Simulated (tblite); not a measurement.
## Run report: C$_{4}$H$_{8}$ClGe, geometry relaxation (part 1 of 2)

System: C$_{4}$H$_{8}$ClGe, multiplicity 2.
Method: GFN2-xTB geometry optimisation, gas phase (tblite 0.8.0).

It belongs to a series of runs on one base structure; here: H added to sp2 C.

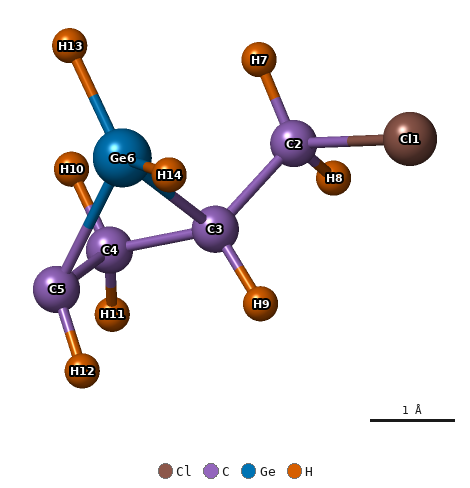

**Figure 1.** The starting structure (ball-and-stick view, seen at a tilt; atoms are numbered from 1 in the order of the input). Sticks mark near contacts.

Input
```
{"job": {"kind": "relax", "xc": "GFN2-xTB", "basis": "xTB"}, "charge": 0, "multiplicity": 2}
Cl     1.766600     1.492000     1.663500
C      1.454500     0.745900     0.046500
C      0.352200    -0.240800     0.284300
C     -0.122500    -1.012300    -0.907100
C     -1.458900    -1.186300    -0.190600
Ge    -1.360600     0.701600     0.235800
H      1.241200     1.525900    -0.685900
H      2.413500     0.189000    -0.158100
H      0.502600    -0.810400     1.221900
H     -0.258100    -0.326700    -1.764700
H      0.407700    -1.960900    -1.147300
H     -1.491600    -1.886800     0.643900
H     -1.597700     1.677300    -0.899600
H     -1.849500     1.091800     1.635200
```

The first line tells a small driver script what to run in tblite; the rest is the geometry in Å.

Launched with:
```bash
OMP_NUM_THREADS=1 python <driver script> task.json out
```

What the program printed
```
step      E/eV     max force
  0    -515.90779    2.397
  1    -516.14073    1.374
  2    -516.29115    0.965
  3    -516.38384    0.930
  4    -516.45505    0.624
  5    -516.49541    0.491
  6    -516.53867    0.491
  7    -516.58050    0.646
  8    -516.61970    0.560
  9    -516.65005    0.402
 10    -516.67145    0.381
 11    -516.68897    0.397
 12    -516.71000    0.426
 13    -516.73065    0.358
 14    -516.74487    0.279
 15    -516.75575    0.291
 16    -516.76915    0.318
 17    -516.78752    0.488
 18    -516.80832    0.532
 19    -516.82701    0.391
 20    -516.84012    0.540
 21    -516.84125    0.840
 22    -516.86032    0.347
 23    -516.87375    0.443
 24    -516.89234    0.554
 25    -516.90213    0.367
 26    -516.91069    0.293
 27    -516.91628    0.240
 28    -516.92281    0.249
 29    -516.93099    0.186
 30    -516.94493    0.213
 31    -516.95092    0.189
 32    -516.95834    0.347
 33    -516.96362    0.235
 34    -516.97048    0.230
 35    -516.97928    0.357
 36    -516.98596    0.196
 37    -516.99199    0.147
 38    -516.99520    0.153
 39    -516.99882    0.162
 40    -517.00437    0.208
 41    -517.00979    0.216
 42    -517.01436    0.194
 43    -517.01639    0.177
 44    -517.01948    0.139
 45    -517.02215    0.137
 46    -517.02491    0.114
 47    -517.02667    0.107
 48    -517.02819    0.109
 49    -517.02961    0.096
 50    -517.03117    0.098
 51    -517.03253    0.131
 52    -517.03426    0.112
 53    -517.03587    0.098
 54    -517.03731    0.075
 55    -517.03784    0.076
 56    -517.03857    0.062
 57    -517.03910    0.079
 58    -517.03971    0.077
 59    -517.04017    0.049
 60    -517.04050    0.051
 61    -517.04073    0.042
 62    -517.04100    0.042
 63    -517.04135    0.056
 64    -517.04182    0.065
 65    -517.04230    0.057
 66    -517.04272    0.053
 67    -517.04305    0.048
 68    -517.04331    0.045
 69    -517.04353    0.036
 70    -517.04372    0.029
 71    -517.04386    0.027
 72    -517.04397    0.024
 73    -517.04406    0.020
 74    -517.04414    0.026
 75    -517.04423    0.031
 76    -517.04430    0.021
 77    -517.04433    0.010
 78    -517.04434    0.007
```

Trajectory as extended XYZ (Å, eV, eV/Å), 16 of the 79 frames kept, from step=0 to step=78
```
14
Properties=species:S:1:pos:R:3:forces:R:3 step=0 energy=-515.90779
Cl    1.7666    1.4920    1.6635   -0.0970   0.2930  -0.4570
C     1.4545    0.7459    0.0465    2.0490  -0.8870   0.8090
C     0.3522   -0.2408    0.2843    0.7600   1.4110   0.1280
C    -0.1225   -1.0123   -0.9071   -0.1860  -1.8980   0.3010
C    -1.4589   -1.1863   -0.1906   -0.7040  -0.0380  -1.0760
Ge   -1.3606    0.7016    0.2358   -1.6860   0.1500   1.6970
H     1.2412    1.5259   -0.6859    0.1440  -0.2010   0.1510
H     2.4135    0.1890   -0.1581   -0.6030   0.7070  -0.2570
H     0.5026   -0.8104    1.2219    0.1510   0.1470  -0.8300
H    -0.2581   -0.3267   -1.7647    0.3650  -0.6440   0.1340
H     0.4077   -1.9609   -1.1473   -0.2330   0.7310  -0.1360
H    -1.4916   -1.8868    0.6439    0.0440   0.0210  -0.3410
H    -1.5977    1.6773   -0.8996    0.1520  -0.1210   0.2260
H    -1.8495    1.0918    1.6352   -0.1590   0.3280  -0.3490
14
Properties=species:S:1:pos:R:3:forces:R:3 step=5 energy=-516.49541
Cl    1.7819    1.5547    1.6384    0.1800   0.1490  -0.0280
C     1.5440    0.7377    0.0830   -0.1180  -0.1730  -0.2310
C     0.3527   -0.1627    0.2704    0.0400  -0.1850   0.0540
C    -0.1476   -1.0549   -0.8677    0.1110   0.0020  -0.2280
C    -1.5277   -1.1985   -0.2708    0.2110   0.0120  -0.0170
Ge   -1.4830    0.6574    0.3307    0.1030   0.0020   0.1250
H     1.2970    1.4906   -0.6522    0.2060   0.3340  -0.2540
H     2.4618    0.2123   -0.2045   -0.0840   0.0540   0.1740
H     0.5264   -0.7902    1.1375    0.0320  -0.0970   0.2270
H    -0.2088   -0.4294   -1.7497    0.0170   0.1490  -0.4650
H     0.4089   -1.9490   -1.1503   -0.0590  -0.0800   0.3960
H    -1.5141   -1.8847    0.5701   -0.3420  -0.3210  -0.1440
H    -1.5805    1.6456   -0.8263   -0.0410  -0.0680   0.3320
H    -1.9116    1.1706    1.6692   -0.2570   0.2220   0.0590
14
Properties=species:S:1:pos:R:3:forces:R:3 step=10 energy=-516.67145
Cl    1.8408    1.6223    1.5859   -0.0140   0.0070  -0.0330
C     1.5546    0.7528    0.0522   -0.0470   0.1290   0.0570
C     0.3683   -0.1606    0.2664   -0.0140   0.1040  -0.0140
C    -0.1408   -1.0462   -0.8926    0.0070   0.0820   0.2870
C    -1.5268   -1.1984   -0.3079   -0.1010   0.1730   0.1490
Ge   -1.5047    0.6182    0.4348    0.2650   0.0090  -0.0870
H     1.3889    1.5322   -0.6929   -0.1460  -0.1420  -0.0850
H     2.4757    0.2214   -0.1835    0.0290  -0.1440  -0.0070
H     0.5552   -0.8022    1.1350    0.1140   0.0900  -0.1870
H    -0.1643   -0.4775   -1.8371    0.0480  -0.1600   0.3410
H     0.4015   -1.9781   -1.0421    0.0010   0.0160  -0.0260
H    -1.6308   -1.9820    0.4437   -0.0450  -0.1110  -0.3620
H    -1.5882    1.6228   -0.6877   -0.0860   0.0980   0.0480
H    -2.0301    1.2749    1.7038   -0.0120  -0.1500  -0.0830
14
Properties=species:S:1:pos:R:3:forces:R:3 step=16 energy=-516.76915
Cl    1.8749    1.6905    1.5436   -0.0440  -0.0610  -0.3090
C     1.5751    0.7714    0.0250    0.1260   0.1050   0.1410
C     0.3941   -0.1227    0.2812    0.1660  -0.0610   0.0560
C    -0.1365   -1.0432   -0.8303    0.0440  -0.0430  -0.0500
C    -1.5348   -1.1568   -0.2895   -0.0250  -0.0280  -0.1010
Ge   -1.4523    0.6286    0.4876   -0.2070  -0.0770   0.1540
H     1.3954    1.5083   -0.7604    0.0280  -0.1040   0.0410
H     2.4802    0.1923   -0.1756   -0.0020   0.1140  -0.0680
H     0.6345   -0.7778    1.1139    0.0180   0.0500   0.2630
H    -0.1204   -0.5337   -1.7946   -0.0040   0.1300  -0.0370
H     0.3915   -1.9875   -0.9509    0.0420  -0.0490   0.0680
H    -1.7648   -2.0863    0.2152   -0.2230   0.1170  -0.0330
H    -1.6273    1.6535   -0.5891   -0.0040   0.1270  -0.1940
H    -2.1103    1.2630    1.7018    0.0860  -0.2180   0.0680
14
Properties=species:S:1:pos:R:3:forces:R:3 step=21 energy=-516.84125
Cl    1.8906    1.7667    1.4331    0.1840   0.3220   0.2830
C     1.6094    0.7723    0.0139   -0.2140  -0.2970  -0.3600
C     0.4387   -0.1239    0.3344   -0.2600   0.0420   0.0160
C    -0.1117   -1.0554   -0.7636   -0.0700  -0.1130   0.0300
C    -1.5419   -1.1423   -0.2988    0.4290   0.6870  -0.2240
Ge   -1.4596    0.6207    0.4997    0.2310   0.0890  -0.1220
H     1.3877    1.4371   -0.8136   -0.0430   0.1660  -0.1870
H     2.5189    0.2102   -0.2167    0.0040   0.0000   0.1170
H     0.7138   -0.7137    1.2130   -0.2220  -0.0240  -0.0410
H    -0.0801   -0.5261   -1.7271    0.1400  -0.1450   0.1040
H     0.4034   -2.0106   -0.8633    0.0200  -0.0020  -0.0580
H    -1.9792   -2.0682   -0.0214   -0.2640  -0.4120   0.1100
H    -1.6605    1.7137   -0.5752    0.0700  -0.2570   0.3020
H    -2.1302    1.1189    1.7635   -0.0050  -0.0570   0.0290
14
Properties=species:S:1:pos:R:3:forces:R:3 step=26 energy=-516.91069
Cl    1.9434    1.8619    1.3480   -0.0610   0.0460  -0.0270
C     1.6012    0.7732   -0.0256    0.0350   0.0850   0.0880
C     0.4393   -0.1130    0.3603    0.0260   0.0260  -0.0060
C    -0.0975   -1.0831   -0.7137    0.0040   0.0390  -0.0810
C    -1.5453   -1.1102   -0.3264   -0.0200  -0.1300   0.1020
Ge   -1.4355    0.6091    0.5362   -0.1030   0.0200   0.0450
H     1.3928    1.4187   -0.8816   -0.1280  -0.1010   0.0260
H     2.5287    0.2265   -0.2092   -0.0780  -0.1310  -0.0160
H     0.7014   -0.6769    1.2577    0.0160   0.0030  -0.0370
H    -0.0046   -0.5761   -1.6779    0.0730  -0.0410  -0.1700
H     0.4182   -2.0394   -0.8030   -0.0510  -0.0670   0.1260
H    -2.1250   -2.0184   -0.2106    0.1970   0.2010  -0.0830
H    -1.6631    1.7021   -0.4804    0.0200   0.1060   0.0300
H    -2.1547    1.0253    1.8038    0.0690  -0.0560   0.0040
14
Properties=species:S:1:pos:R:3:forces:R:3 step=31 energy=-516.95092
Cl    1.9557    1.9567    1.2656   -0.0730  -0.0880  -0.1140
C     1.5976    0.7858   -0.0329   -0.0890  -0.1340  -0.0490
C     0.4424   -0.0918    0.3794   -0.0230  -0.0980   0.0280
C    -0.0766   -1.0879   -0.6898    0.0350  -0.0250   0.0460
C    -1.5268   -1.0907   -0.3163    0.0280   0.0410  -0.1820
Ge   -1.4334    0.6074    0.5648    0.0120   0.0370  -0.0600
H     1.3433    1.3583   -0.9251    0.0800   0.0640  -0.0070
H     2.5007    0.1932   -0.2092   -0.0080   0.1290   0.0210
H     0.7115   -0.6446    1.2789    0.0510  -0.0520   0.0350
H     0.0808   -0.6429   -1.6852   -0.0550  -0.1350   0.1070
H     0.4025   -2.0740   -0.6987   -0.0190   0.1280   0.0530
H    -2.1840   -1.9381   -0.4078    0.0970   0.0080  -0.0300
H    -1.6645    1.7502   -0.3939   -0.0260   0.1020   0.0340
H    -2.1499    0.9178    1.8479   -0.0110   0.0230   0.1170
14
Properties=species:S:1:pos:R:3:forces:R:3 step=36 energy=-516.98596
Cl    1.9477    2.0406    1.1358   -0.0880  -0.0130   0.0760
C     1.5751    0.7784   -0.0610    0.0010   0.0020  -0.0770
C     0.4402   -0.0928    0.4143   -0.0220   0.0150  -0.0440
C    -0.0587   -1.1084   -0.6393   -0.0290  -0.0330   0.0140
C    -1.5276   -1.0515   -0.3780   -0.1030  -0.0050  -0.0280
Ge   -1.4402    0.6111    0.5907    0.0380  -0.0780  -0.0100
H     1.3157    1.3045   -0.9824   -0.0010  -0.0570   0.0080
H     2.4890    0.1986   -0.2097    0.0130   0.0350  -0.0210
H     0.7358   -0.6220    1.3224    0.0340   0.0070  -0.0330
H     0.1683   -0.7526   -1.6515    0.0220   0.0520  -0.0060
H     0.3965   -2.0978   -0.5686   -0.0390  -0.1110   0.0910
H    -2.2278   -1.8320   -0.6405    0.1620   0.1060   0.0330
H    -1.6743    1.8277   -0.2802   -0.0450   0.0440   0.1050
H    -2.1405    0.7956    1.9259    0.0560   0.0360  -0.1090
14
Properties=species:S:1:pos:R:3:forces:R:3 step=42 energy=-517.01436
Cl    1.8669    2.1173    1.0230   -0.0830  -0.0450  -0.0340
C     1.5466    0.7753   -0.1050    0.0400   0.0260   0.0050
C     0.4431   -0.0982    0.4287    0.0260   0.0050   0.0610
C    -0.0416   -1.1549   -0.5838   -0.0370   0.0590   0.0190
C    -1.5182   -0.9847   -0.4733    0.0120  -0.0170   0.0500
Ge   -1.4277    0.6105    0.5999    0.0280   0.0920   0.0120
H     1.2677    1.2192   -1.0604   -0.0160   0.0860  -0.0050
H     2.4790    0.2217   -0.2243    0.0720   0.0120   0.0170
H     0.7755   -0.5864    1.3439    0.0510   0.0000   0.0780
H     0.2906   -0.8884   -1.5914    0.1080  -0.1260  -0.1010
H     0.3309   -2.1613   -0.3696   -0.0840  -0.0210  -0.0920
H    -2.2180   -1.6800   -0.8986   -0.0930  -0.0170   0.0040
H    -1.7063    1.9395   -0.0690   -0.0050  -0.0240  -0.0250
H    -2.0891    0.6699    1.9577   -0.0190  -0.0300   0.0100
```
